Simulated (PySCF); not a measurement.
SMILES [CH3+] (charge +1) at its PBE/def2-SVP optimised geometry (Å):

```
4

C     -0.2784     0.0000     0.0000
H     -0.8351    -0.9643     0.0007
H      0.8351     0.0000     0.0000
H     -0.8351     0.9643     0.0000
```

Level of theory: PBE/def2-TZVP in PySCF 2.14.0.

Map of the log10 of the electron density (e/bohr³), floored at −4 on the plane z = 0.8 Å:

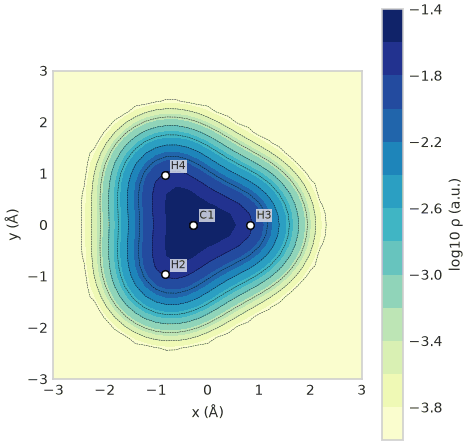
Figure: Log10 of the electron density (e/bohr³), floored at −4 on the plane z = 0.8 Å.
